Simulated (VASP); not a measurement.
Given:

```yaml
crystal:
  lattice:
    - [1.68662, -2.92132, 0.00000]
    - [1.68662, 2.92132, 0.00000]
    - [0.00000, 0.00000, 5.68000]
  atoms:
    - { symbol: Ti, position: [0.00000, 0.00000, 0.00000] }
    - { symbol: S, position: [0.33333, 0.66667, 0.25123] }
    - { symbol: S, position: [0.66667, 0.33333, 0.74877] }
```

Level of theory: PBE GGA with D4 dispersion, VASP's PBE PAW potentials (set 64) (plane waves; VASP). Settings: 520 eV cut-off, 12×12×6 Γ-centred mesh, tetrahedra with Blöchl corrections, potentials Ti_sv S.

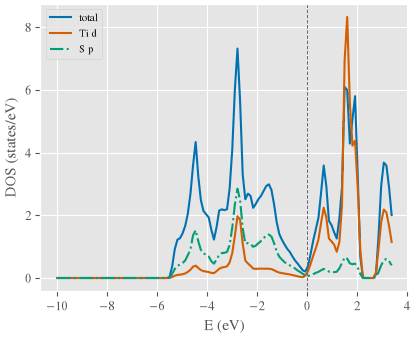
Figure. Total and projected density of states, zero at the Fermi level

Within 2 eV below the Fermi level the largest weight inside VASP's projection spheres is S p, then Ti d.

It has no gap at this level: it comes out as a metal or semimetal.

The compound is TiS2 in the 1T layered structure. It was relaxed first.
